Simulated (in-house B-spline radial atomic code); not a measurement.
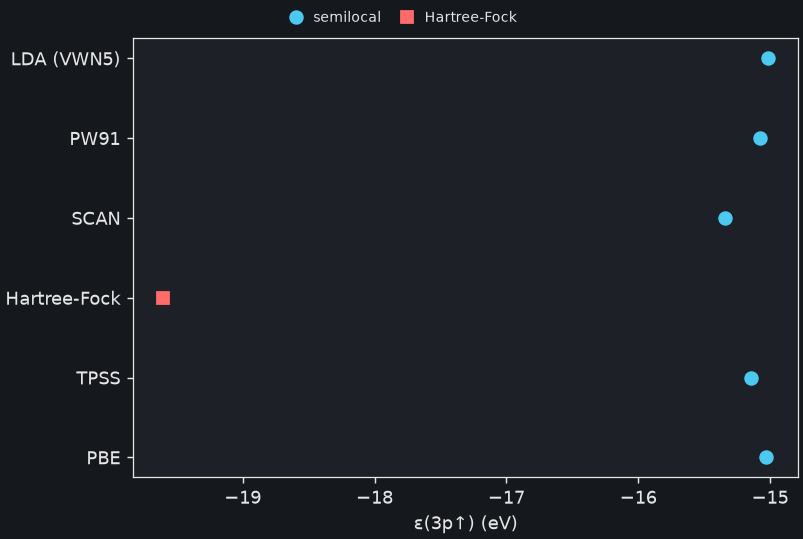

P⁺ (Z = 15, 14 electrons) in the configuration [Ne] 3s2 3p2 (high spin). All runs are non-relativistic, spin-polarised and spherical, computed with an in-house B-spline radial code. Hartree-Fock is the average over the configuration. The plot shows the eigenvalue (eV) of the 3p up orbital by 6 methods.

How much do the methods differ, and in which order?

The deepest is Hartree-Fock (−19.6) and the shallowest LDA (VWN5) (−15.0), a spread of 4.59 eV. In order (eV): Hartree-Fock (−19.6), SCAN (−15.3), TPSS (−15.1), PW91 (−15.1), PBE (−15.0), LDA (VWN5) (−15.0). On the whole, exact exchange removes self-interaction and deepens occupied levels. The semi-empirical ionisation energy (NIST) is 19.8 eV, and minus the eigenvalue comes closest to it for Hartree-Fock.
